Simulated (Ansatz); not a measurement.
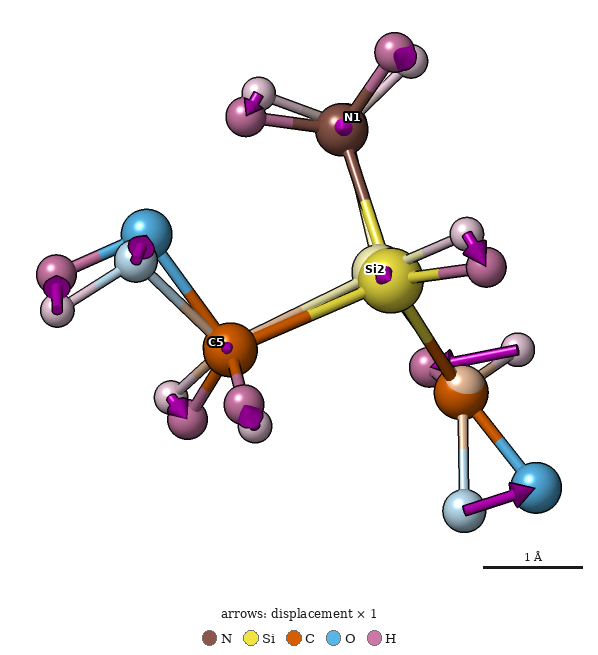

A relaxation of C$_{2}$H$_{7}$NO$_{2}$Si. The starting structure is drawn faded, the final one solid; purple arrows show the displacements, at their true length. The two geometries are superimposed by the best rigid fit.

Style: ball-and-stick. Shown at a tilt.

The run prepares an end point of a later path (hydrogen shift) calculation, from a guessed geometry.

Method: Ansatz 0.2.0, UKS PBE0-D4/STO-3G.

Input
```yaml
crystal:
  periodic: [false, false, false]
  atoms:
    - { symbol: "N", position_ang: [-0.9776, -1.5634, -0.3847] }
    - { symbol: Si, position_ang: [0.328, -0.5565, 0.0487] }
    - { symbol: C, position_ang: [0.8192, -0.7625, 1.8265] }
    - { symbol: O, position_ang: [1.541, 0.152, 2.3835] }
    - { symbol: C, position_ang: [-0.0564, 1.256, -0.3488] }
    - { symbol: O, position_ang: [-0.7473, 1.5234, -1.5705] }
    - { symbol: H, position_ang: [-1.475, -1.0082, -1.1418] }
    - { symbol: H, position_ang: [-0.6452, -2.3533, -0.8427] }
    - { symbol: H, position_ang: [1.3934, -1.0141, -0.8331] }
    - { symbol: H, position_ang: [0.5796, -1.7065, 2.3586] }
    - { symbol: H, position_ang: [-0.6955, 1.6625, 0.494] }
    - { symbol: H, position_ang: [0.8959, 1.8401, -0.3333] }
    - { symbol: H, position_ang: [-0.9397, 2.4958, -1.6416] }
magnetization:
  spin_polarized: true
basis:
  gaussian: { orbitals: STO-3G }
hamiltonian:
  xc: pbe0
  dispersion: d4
relax:
  f_tol: 0.02
  max_steps: 50
```

Run as
```bash
ansatz run input.yaml --threads 1 --pin off --max-ram 2048MiB --backend cpu --events-out ev --progress --plain --runs-dir out
```

What did the optimiser do to the structure, and how much energy did it gain?

Answer. H10 moves most after the best rigid fit: 0.95 Å. By element the largest moves are H 0.95 Å, O 0.79 Å, Si 0.21 Å, N 0.18 Å, C 0.08 Å. Some distances before and after: N1–H8 0.972 → 1.048 Å, N1–Si2 1.705 → 1.776 Å, Si2–C3 1.856 → 1.912 Å, C3–O4 1.291 → 1.251 Å. Bond angles that change, for instance: Si2–C5–O6 117.2° → 104.3°, N1–Si2–H9 102.7° → 114.3°, N1–Si2–C5 110.9° → 102.7°. Groups turn about Si2–C3 by about 50°, Si2–C5 by about 25°. The energy falls by 17.7 kcal/mol in 30 accepted moves (36 points after the start). Largest force component: 3.7 eV/Å at the start, 0.018 eV/Å at the end. The line search rejected the trial steps at points 14, 22, 29, 31, 32, 35 of the run. The forces were under the threshold at step 24, but the run went on from there. Cost: 5 min on 1 thread of Arm Neoverse N1, on a shared host, peak memory 0.18 GiB.

Limits of the set-up: STO-3G is a minimal basis, so the numbers are rough.
